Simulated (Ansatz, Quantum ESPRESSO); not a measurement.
# Complex bands of MgS, rock salt type, lattice constant set to 4.997 Å, part 2 of 4

Aim: how fast states decay in the gap of MgS, rock salt type, lattice constant set to 4.997 Å.

Quantum ESPRESSO 7.5; plane-wave DFT, LDA, PseudoDojo norm-conserving pseudopotentials; cross-check by Ansatz 0.2.0 with PAW datasets.

So far. Step 2 (Ground state): The run needed 7 iterations to bring the estimated error under 1e-09 Ry.

The structure was built from a prototype and need not be the compound's stable phase.

## (3) Complex bands with pwcond.x

Level of this step: complex band structure by pwcond; plane-wave DFT, LDA, PseudoDojo norm-conserving pseudopotentials (Quantum ESPRESSO).

ikind = 0 solves one period of the crystal for all kz, real and complex, at each energy and k across. ewind and epsproj trim the two-dimensional plane-wave basis; nz1 sets the subslabs.

Input file cbs.in:

```
&inputcond
  outdir = './out'
  prefixl = 'scf'
  band_file = 'cbs'
  ikind = 0
  ewind = 4.0
  epsproj = 1e-05
  nz1 = 7
  energy0 = 7.44
  denergy = -0.24
/
4
  0.00000000 0.00000000 1.00000000
  0.50000000 0.00000000 1.00000000
  0.50000000 0.50000000 1.00000000
  0.25000000 0.00000000 1.00000000
40
```

Command:

```console
OMP_NUM_THREADS=1 mpirun -n 2 pwcond.x -in cbs.in > cbs.out
```

What it wrote:

```text
[banner, memory and clock lines left out]
Program PWCOND v.7.5 starts

          URL

     ./out/scf.save/

     IMPORTANT: XC functional enforced from input :
     Exchange-correlation= PW
                           (   1   4   0   0   0   0   0)
     Any further DFT definition will be discarded
     Please, verify this is what you really want

     Reading collected, re-writing distributed wavefunctions

===== INPUT FILE containing the left lead =====

     GEOMETRY:

     lattice parameter (alat)  =       6.6772  a.u.
     the volume                =     421.0122 (a.u.)^3
     the cross section         =      44.5848 (a.u.)^2
     l of the unit cell        =       1.4142 (alat)
     number of atoms/cell      =            4
     number of atomic types    =            2

     crystal axes: (cart. coord. in units of alat)
               a(1) = (  1.0000  0.0000  0.0000 )
               a(2) = (  0.0000  1.0000  0.0000 )
               a(3) = (  0.0000  0.0000  1.4142 )

   Cartesian axes

     site n.     atom                  positions (alat units)
          1        Mg     tau(  1)=(  0.0000  0.0000  1.4142  )
          2        S      tau(  2)=(  0.5000  0.5000  1.4142  )
          3        Mg     tau(  3)=(  0.5000  0.5000  0.7071  )
          4        S      tau(  4)=(  0.0000  0.0000  0.7071  )

     nr1s                      =           40
     nr2s                      =           40
     nr3s                      =           54
     nr1sx                     =           40
     nr2sx                     =           40
     nr3sx                     =           54
     nr1                       =           40
     nr2                       =           40
     nr3                       =           54
     nr1x                      =           40
     nr2x                      =           40
     nr3x                      =           54

 _______________________________
  Radii of nonlocal spheres:

     type       ibeta     ang. mom.          radius (alat units)
       Mg         1         0                    0.1722
       Mg         2         0                    0.1722
       Mg         3         1                    0.2306
       Mg         4         1                    0.2321
       S          1         0                    0.2157
       S          2         0                    0.2217
       S          3         1                    0.2187
       S          4         1                    0.2217
       S          5         2                    0.2561
       S          6         2                    0.2591
----- General information -----

----- Complex band structure calculation -----

     nrx                       =           40
     nry                       =           40
     nz1                       =            7

     energy0               =         7.4E+00
     denergy               =        -2.4E-01
     nenergy               =         40
     ecut2d                =         7.6E+01
     ewind                 =         4.0E+00
     epsproj               =         1.0E-05

     number of k_|| points=    4
                       cryst. coord.
        k(    1) = (   0.0000000   0.0000000), wk =   0.2500000
        k(    2) = (   0.5000000   0.0000000), wk =   0.2500000
        k(    3) = (   0.5000000   0.5000000), wk =   0.2500000
        k(    4) = (   0.2500000   0.0000000), wk =   0.2500000
----- Information about left lead -----

     nocros                   =           26
     noins                    =           26
     norb                     =           78
     norbf                    =           78
     nrz                      =           54

      iorb      type   ibeta   ang. mom.   m       position (alat)
        1        1       1        0        1   taunew(   1)=(  0.0000  0.0000  0.0000)
        2        1       2        0        1   taunew(   2)=(  0.0000  0.0000  0.0000)
        3        1       3        1        1   taunew(   3)=(  0.0000  0.0000  0.0000)
        4        1       3        1        2   taunew(   4)=(  0.0000  0.0000  0.0000)
        5        1       3        1        3   taunew(   5)=(  0.0000  0.0000  0.0000)
        6        1       4        1        1   taunew(   6)=(  0.0000  0.0000  0.0000)
        7        1       4        1        2   taunew(   7)=(  0.0000  0.0000  0.0000)
        8        1       4        1        3   taunew(   8)=(  0.0000  0.0000  0.0000)
        9        2       1        0        1   taunew(   9)=(  0.5000  0.5000  0.0000)
       10        2       2        0        1   taunew(  10)=(  0.5000  0.5000  0.0000)
       11        2       3        1        1   taunew(  11)=(  0.5000  0.5000  0.0000)
       12        2       3        1        2   taunew(  12)=(  0.5000  0.5000  0.0000)
       13        2       3        1        3   taunew(  13)=(  0.5000  0.5000  0.0000)
       14        2       4        1        1   taunew(  14)=(  0.5000  0.5000  0.0000)
       15        2       4        1        2   taunew(  15)=(  0.5000  0.5000  0.0000)
       16        2       4        1        3   taunew(  16)=(  0.5000  0.5000  0.0000)
       17        2       5        2        1   taunew(  17)=(  0.5000  0.5000  0.0000)
       18        2       5        2        2   taunew(  18)=(  0.5000  0.5000  0.0000)
       19        2       5        2        3   taunew(  19)=(  0.5000  0.5000  0.0000)
       20        2       5        2        4   taunew(  20)=(  0.5000  0.5000  0.0000)
       21        2       5        2        5   taunew(  21)=(  0.5000  0.5000  0.0000)
       22        2       6        2        1   taunew(  22)=(  0.5000  0.5000  0.0000)
       23        2       6        2        2   taunew(  23)=(  0.5000  0.5000  0.0000)
       24        2       6        2        3   taunew(  24)=(  0.5000  0.5000  0.0000)
       25        2       6        2        4   taunew(  25)=(  0.5000  0.5000  0.0000)
       26        2       6        2        5   taunew(  26)=(  0.5000  0.5000  0.0000)
       27        1       1        0        1   taunew(  27)=(  0.5000  0.5000  0.7071)
       28        1       2        0        1   taunew(  28)=(  0.5000  0.5000  0.7071)
       29        1       3        1        1   taunew(  29)=(  0.5000  0.5000  0.7071)
       30        1       3        1        2   taunew(  30)=(  0.5000  0.5000  0.7071)
       31        1       3        1        3   taunew(  31)=(  0.5000  0.5000  0.7071)
       32        1       4        1        1   taunew(  32)=(  0.5000  0.5000  0.7071)
       33        1       4        1        2   taunew(  33)=(  0.5000  0.5000  0.7071)
       34        1       4        1        3   taunew(  34)=(  0.5000  0.5000  0.7071)
[...]
72        2       5        2        4   taunew(  72)=(  0.5000  0.5000  1.4142)
       73        2       5        2        5   taunew(  73)=(  0.5000  0.5000  1.4142)
       74        2       6        2        1   taunew(  74)=(  0.5000  0.5000  1.4142)
       75        2       6        2        2   taunew(  75)=(  0.5000  0.5000  1.4142)
       76        2       6        2        3   taunew(  76)=(  0.5000  0.5000  1.4142)
       77        2       6        2        4   taunew(  77)=(  0.5000  0.5000  1.4142)
       78        2       6        2        5   taunew(  78)=(  0.5000  0.5000  1.4142)
    k slab    z(k)  z(k+1)     crossing(iorb=1,norb)
    1   0.0000 0.0262 0.0262   111111111111111111111111110000000000000000000000000000000000000000000000000000
    2   0.0262 0.0524 0.0262   111111111111111111111111110000000000000000000000000000000000000000000000000000
    3   0.0524 0.0786 0.0262   111111111111111111111111110000000000000000000000000000000000000000000000000000
    4   0.0786 0.1048 0.0262   111111111111111111111111110000000000000000000000000000000000000000000000000000
    5   0.1048 0.1309 0.0262   111111111111111111111111110000000000000000000000000000000000000000000000000000
    6   0.1309 0.1571 0.0262   111111111111111111111111110000000000000000000000000000000000000000000000000000
    7   0.1571 0.1833 0.0262   111111111111111111111111110000000000000000000000000000000000000000000000000000
    8   0.1833 0.2095 0.0262   001111111111111111111111110000000000000000000000000000000000000000000000000000
    9   0.2095 0.2357 0.0262   001111111111111111111111110000000000000000000000000000000000000000000000000000
   10   0.2357 0.2619 0.0262   000000000000000011111111110000000000000000000000000000000000000000000000000000
   11   0.2619 0.2881 0.0262   000000000000000000000000000000000000000000000000000000000000000000000000000000
   12   0.2881 0.3143 0.0262   000000000000000000000000000000000000000000000000000000000000000000000000000000
   13   0.3143 0.3405 0.0262   000000000000000000000000000000000000000000000000000000000000000000000000000000
   14   0.3405 0.3666 0.0262   000000000000000000000000000000000000000000000000000000000000000000000000000000
   15   0.3666 0.3928 0.0262   000000000000000000000000000000000000000000000000000000000000000000000000000000
   16   0.3928 0.4190 0.0262   000000000000000000000000000000000000000000000000000000000000000000000000000000
   17   0.4190 0.4452 0.0262   000000000000000000000000000000000000000000000000000000000000000000000000000000
   18   0.4452 0.4714 0.0262   000000000000000000000000000000000000000000111111111100000000000000000000000000
   19   0.4714 0.4976 0.0262   000000000000000000000000000011111111111111111111111100000000000000000000000000
   20   0.4976 0.5238 0.0262   000000000000000000000000000011111111111111111111111100000000000000000000000000
   21   0.5238 0.5500 0.0262   000000000000000000000000001111111111111111111111111100000000000000000000000000
   22   0.5500 0.5762 0.0262   000000000000000000000000001111111111111111111111111100000000000000000000000000
   23   0.5762 0.6024 0.0262   000000000000000000000000001111111111111111111111111100000000000000000000000000
   24   0.6024 0.6285 0.0262   000000000000000000000000001111111111111111111111111100000000000000000000000000
   25   0.6285 0.6547 0.0262   000000000000000000000000001111111111111111111111111100000000000000000000000000
   26   0.6547 0.6809 0.0262   000000000000000000000000001111111111111111111111111100000000000000000000000000
   27   0.6809 0.7071 0.0262   000000000000000000000000001111111111111111111111111100000000000000000000000000
   28   0.7071 0.7333 0.0262   000000000000000000000000001111111111111111111111111100000000000000000000000000
   29   0.7333 0.7595 0.0262   000000000000000000000000001111111111111111111111111100000000000000000000000000
   30   0.7595 0.7857 0.0262   000000000000000000000000001111111111111111111111111100000000000000000000000000
   31   0.7857 0.8119 0.0262   000000000000000000000000001111111111111111111111111100000000000000000000000000
   32   0.8119 0.8381 0.0262   000000000000000000000000001111111111111111111111111100000000000000000000000000
   33   0.8381 0.8642 0.0262   000000000000000000000000001111111111111111111111111100000000000000000000000000
   34   0.8642 0.8904 0.0262   000000000000000000000000001111111111111111111111111100000000000000000000000000
   35   0.8904 0.9166 0.0262   000000000000000000000000000011111111111111111111111100000000000000000000000000
   36   0.9166 0.9428 0.0262   000000000000000000000000000011111111111111111111111100000000000000000000000000
   37   0.9428 0.9690 0.0262   000000000000000000000000000000000000000000111111111100000000000000000000000000
   38   0.9690 0.9952 0.0262   000000000000000000000000000000000000000000000000000000000000000000000000000000
   39   0.9952 1.0214 0.0262   000000000000000000000000000000000000000000000000000000000000000000000000000000
   40   1.0214 1.0476 0.0262   000000000000000000000000000000000000000000000000000000000000000000000000000000
   41   1.0476 1.0738 0.0262   000000000000000000000000000000000000000000000000000000000000000000000000000000
   42   1.0738 1.0999 0.0262   000000000000000000000000000000000000000000000000000000000000000000000000000000
   43   1.0999 1.1261 0.0262   000000000000000000000000000000000000000000000000000000000000000000000000000000
   44   1.1261 1.1523 0.0262   000000000000000000000000000000000000000000000000000000000000000000000000000000
   45   1.1523 1.1785 0.0262   000000000000000000000000000000000000000000000000000000000000000000001111111111
   46   1.1785 1.2047 0.0262   000000000000000000000000000000000000000000000000000000111111111111111111111111
   47   1.2047 1.2309 0.0262   000000000000000000000000000000000000000000000000000000111111111111111111111111
   48   1.2309 1.2571 0.0262   000000000000000000000000000000000000000000000000000011111111111111111111111111
   49   1.2571 1.2833 0.0262   000000000000000000000000000000000000000000000000000011111111111111111111111111
   50   1.2833 1.3095 0.0262   000000000000000000000000000000000000000000000000000011111111111111111111111111
   51   1.3095 1.3356 0.0262   000000000000000000000000000000000000000000000000000011111111111111111111111111
   52   1.3356 1.3618 0.0262   000000000000000000000000000000000000000000000000000011111111111111111111111111
   53   1.3618 1.3880 0.0262   000000000000000000000000000000000000000000000000000011111111111111111111111111
   54   1.3880 1.4142 0.0262   000000000000000000000000000000000000000000000000000011111111111111111111111111
 ngper, shell number =          277          39
 ngper, n2d =          277          81
---  E-Ef =    7.4400000  k =    0.0000000   0.0000000
---  ie =          1  ik =          1
 Nchannels of the left tip =            1
 Right moving states:
   k1(2pi/a)   k2(2pi/a)   E-Ef (eV)
  -0.1170684  -0.0000000   7.4400000
 Left moving states:
   k1(2pi/a)   k2(2pi/a)   E-Ef (eV)
   0.1170684   0.0000000   7.4400000

---  E-Ef =    7.2000000  k =    0.0000000   0.0000000
---  ie =          2  ik =          1
 Nchannels of the left tip =            1
 Right moving states:
   k1(2pi/a)   k2(2pi/a)   E-Ef (eV)
  -0.1645137  -0.0000000   7.2000000
 Left moving states:
   k1(2pi/a)   k2(2pi/a)   E-Ef (eV)
   0.1645137   0.0000000   7.2000000
[... further energies and points left out ...]
---  E-Ef =   -1.6800000  k =    0.2500000   0.0000000
---  ie =         39  ik =          4
 Nchannels of the left tip =            1
 Right moving states:
   k1(2pi/a)   k2(2pi/a)   E-Ef (eV)
   0.4034932   0.0000000  -1.6800000
 Left moving states:
   k1(2pi/a)   k2(2pi/a)   E-Ef (eV)
  -0.4034932  -0.0000000  -1.6800000

---  E-Ef =   -1.9200000  k =    0.2500000   0.0000000
---  ie =         40  ik =          4
 Nchannels of the left tip =            1
 Right moving states:
   k1(2pi/a)   k2(2pi/a)   E-Ef (eV)
   0.3646430   0.0000000  -1.9200000
 Left moving states:
   k1(2pi/a)   k2(2pi/a)   E-Ef (eV)
  -0.3646430   0.0000000  -1.9200000

Note: The following floating-point exceptions are signalling: IEEE_UNDERFLOW_FLAG IEEE_DENORMAL
Note: The following floating-point exceptions are signalling: IEEE_UNDERFLOW_FLAG IEEE_DENORMAL
```

Run time: 46 s. Hardware: 2 MPI ranks of AMD EPYC 9R45 (Zen 5), shared host; peak memory 0.13 GiB.

Numbers from this step:

| Quantity | Value |
| --- | --- |
| peak of the smallest κ at the zone centre | 0.267 Å⁻¹ |
| energy of the peak at the zone centre | 2.16 eV |
| peak of the smallest κ at (1/2, 0) | 0.331 Å⁻¹ |
| peak of the smallest κ at (1/4, 0) | 0.359 Å⁻¹ |

K across = (0, 0) in the cell's reciprocal vectors; values within 0.0025 1/Å of each other count once, columns are sorted by size at each energy, a dash where no further value was kept. The Im kz of the slowest decaying states by energy, zero at the highest filled level of the SCF mesh:

```tsv
energy (eV)	decay 1 (Å⁻¹)	decay 2 (Å⁻¹)	decay 3 (Å⁻¹)
-1.92	0.769	1.26	1.85
-1.44	0.732	1.21	1.83
-0.72	0.673	1.13	1.79
-0.24	0.629	1.07	1.76
0.00	0.003	0.605	1.04
0.24	0.125	0.218	0.581
0.72	0.201	0.351	0.527
1.44	0.252	0.432	0.448
1.92	0.266	0.35	0.483
2.40	0.239	0.266	0.504
3.12	0.244	0.461	0.516
3.60	0.212	0.275	0.515
4.08	0.154	0.506	1.37
4.80	0.48	1.30	1.48
5.28	0.454	1.24	1.45
5.76	0.42	1.19	1.42
6.24	0.067	0.376	1.13
6.96	0.116	0.282	1.03
7.44	0.106	0.177	0.958
```

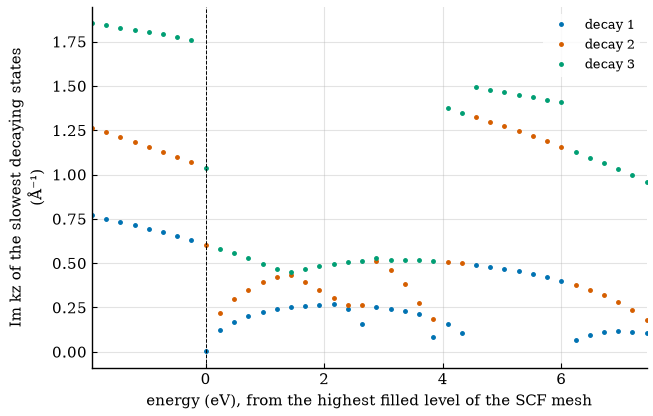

Im kz of the slowest decaying states, plotted against energy.

K across = (0, 0) in the cell's reciprocal vectors. Table of Re kz of states that move upwards by energy, zero at the highest filled level of the SCF mesh:

```tsv
energy (eV)	channel 1 (Å⁻¹)	channel 2 (Å⁻¹)	channel 3 (Å⁻¹)
-1.92	-0.462	0.174	0.174
-1.44	-0.378	0.505	0.505
-0.72	-0.448	-0.448	-0.245
-0.24	-0.238	-0.238	-0.133
0.00	-0.0210	-0.0210	-
0.24	-	-	-
0.72	-	-	-
1.44	-	-	-
1.92	-	-	-
2.40	-	-	-
3.12	0.212	-	-
3.60	0.341	-	-
4.08	0.250	0.437	-
4.80	0.141	0.524	0.558
5.28	-0.624	-0.610	0.243
5.76	-0.544	-0.502	0.334
6.24	-0.404	-	-
6.96	-0.259	-	-
7.44	-0.147	-	-
```

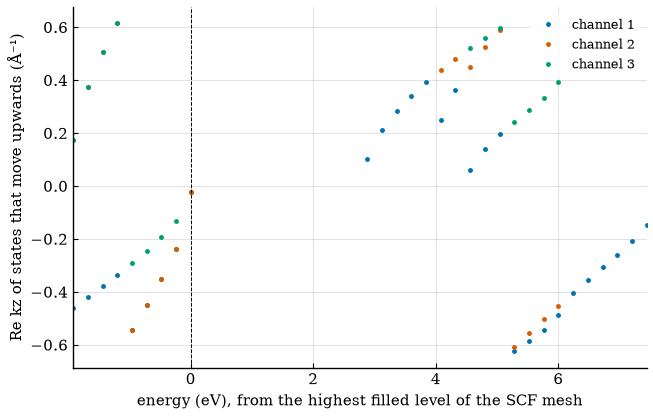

Re kz of states that move upwards, plotted against energy.

K across = (1/2, 0) in the cell's reciprocal vectors; values within 0.0025 1/Å of each other count once, columns are sorted by size at each energy, a dash where no further value was kept. Im kz of the slowest decaying states against energy, zero at the highest filled level of the SCF mesh:

```tsv
energy (eV)	decay 1 (Å⁻¹)	decay 2 (Å⁻¹)	decay 3 (Å⁻¹)
-0.96	0.569	0.572	1.20
0.00	0.234	0.755	0.758
0.96	0.312	0.825	1.00
1.92	0.331	0.814	-
2.88	0.307	0.766	0.769
4.08	0.188	0.607	0.669
5.04	0.413	0.558	0.561
6.00	0.142	0.394	0.4
6.96	0.121	1.54	2.30
```

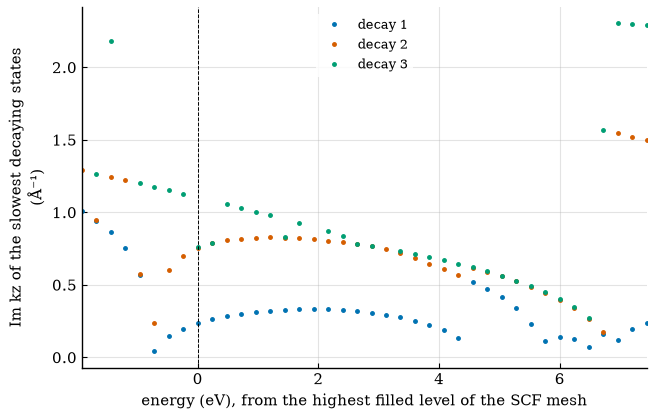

Im kz of the slowest decaying states, plotted against energy.

K across = (1/2, 1/2) in the cell's reciprocal vectors; values within 0.0025 1/Å of each other count once, columns are sorted by size at each energy, a dash where no further value was kept. The Im kz of the slowest decaying states by energy, zero at the highest filled level of the SCF mesh:

```tsv
energy (eV)	decay 1 (Å⁻¹)	decay 2 (Å⁻¹)	decay 3 (Å⁻¹)
-1.92	0.088	0.105	2.09
-1.44	0.229	0.256	2.06
-0.72	0.31	0.325	2.03
-0.24	0.335	0.339	2.00
0.00	0.341	1.99	2.23
0.24	0.339	0.347	1.98
0.72	0.327	0.349	1.95
1.44	0.286	0.335	1.91
1.92	0.241	0.314	1.89
2.40	0.17	0.284	1.86
3.12	0.213	1.82	2.03
3.60	0.131	1.79	2.00
4.08	1.76	1.96	2.30
4.80	1.72	1.91	2.27
5.28	1.69	1.88	2.24
5.76	0.078	1.66	1.84
6.24	0.125	1.63	1.81
6.96	0.141	1.58	1.75
7.44	0.13	1.55	1.71
```

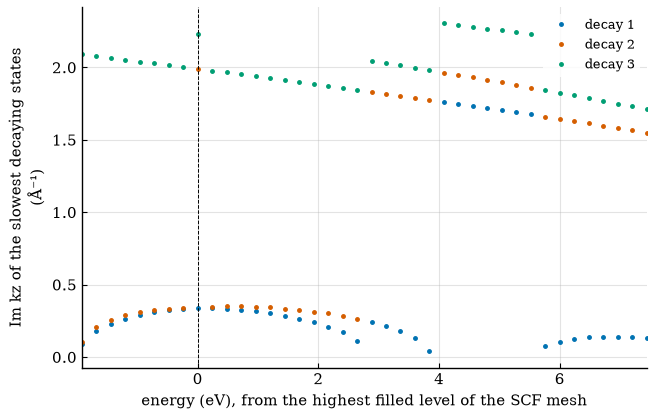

Im kz of the slowest decaying states, plotted against energy.

K across = (1/4, 0) in the cell's reciprocal vectors; values within 0.0025 1/Å of each other count once, columns are sorted by size at each energy, a dash where no further value was kept. The Im kz of the slowest decaying states by energy, zero at the highest filled level of the SCF mesh:

```tsv
energy (eV)	decay 1 (Å⁻¹)	decay 2 (Å⁻¹)	decay 3 (Å⁻¹)
-1.92	0.101	0.387	1.03
-1.20	0.12	0.96	1.54
-0.48	0.882	1.46	1.52
0.00	0.198	0.219	0.828
0.24	0.242	0.344	0.801
0.96	0.317	0.532	0.714
1.68	0.351	0.619	0.637
2.40	0.359	0.507	0.721
3.12	0.345	0.363	0.843
3.84	0.038	0.306	0.793
4.56	0.227	0.731	0.889
5.28	0.655	0.748	0.967
6.00	0.139	0.561	0.878
6.72	0.073	0.079	0.438
7.44	0.233	0.248	0.662
```

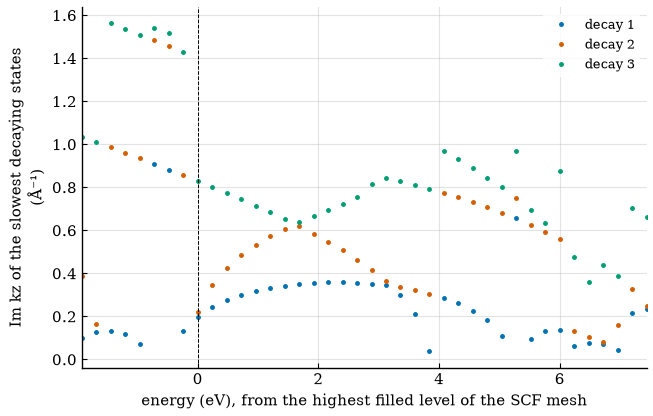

Im kz of the slowest decaying states against energy.

The program's own clock; routines nest. Time by routine:

```tsv
routine	wall time (s)	calls
PWCOND	45.66	1
scatter_forw	33.08	160
compbs	11.09	160
compbs_2	10.5	160
local	1.05	4
init	0.42	1
poten	0.11	1
```

(Continued in part 3 of 4.)

[Logs are printed without paths, hosts, clocks, repeated set-up lines and the standing remarks that a program may print on its own settings, such as how far it seeks lower states.]

[Hosts, paths, dates, database ids (printed as entryN), source tags and the programs' standing remarks are cut or masked in the printed files.]

[Maps of the electrostatic potential energy from Ansatz leave out the sawtooth potential of an applied field or a dipole correction, so their vacuum need not be flat; planar profiles and work functions include it.]
